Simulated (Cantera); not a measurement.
Charge: 1 mol n-butane, 0.43 mol NH₃, 1.7 mol N₂, equilibrated at 0.00110 bar.

Cantera equilibrium calculation (NASA polynomials, part measured and part estimated; ideal gas, pure solids and liquids). Candidate condensed phases: C, C₆H₆, C₇H₈, C₈H₁₈; 92 gas species. Rates play no part.

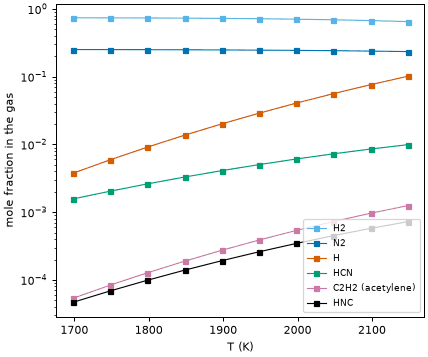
*Equilibrium gas composition (values under 1e-9 drawn at 1e-9)*

Q: Read off the mole fractions at 2098 K.

A: H₂ about 0.67, N₂ about 0.24, H about 0.076, HCN about 0.0086, C₂H₂ (acetylene) about 0.00096, HNC about 0.00058.
